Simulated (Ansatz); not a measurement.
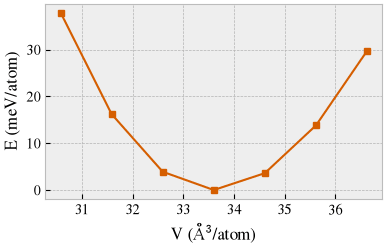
Fig. 1. Y (bcc (W type), Im-3m) under volume change, r²SCAN (plane waves, PAW; program Ansatz), scaled uniformly.

### Question
What does a third-order Birch–Murnaghan fit give for V₀, B₀ and B′?

### Answer
V₀ = 33.61 Å³/atom, B₀ = 39.2 GPa, B′ = 3.0.

The start of the workflow was typed in or built on a structure type; neither database checked (COD, Materials Project) lists it. It is not the phase usual at ambient conditions (space group No. 194). The cell was relaxed with r²SCAN under the symmetry of its start; whether a distortion lowers the energy is not shown. No spin polarisation was allowed.

Potentials: the later of the program's two PAW sets.
